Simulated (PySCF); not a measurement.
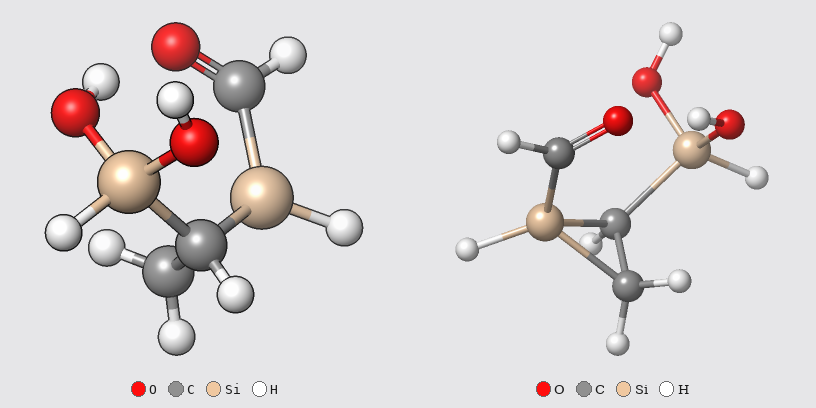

Both panels show the same species.

The geometry was computed by an optimisation with GFN2-xTB. No frequency run is at hand to confirm it as a minimum.

> Count the atoms of each element.

C₃H₈O₃Si₂, 16 atoms: 3 carbon, 8 hydrogen, 3 oxygen and 2 silicon.

> Name some functional groups or characteristic bonds that it holds.

Among them: Si–H bond, Si–O bond.

> Which point group does it belong to?

C1.

> Describe its rings.

Independent rings (smallest set): 1 of 3 members.
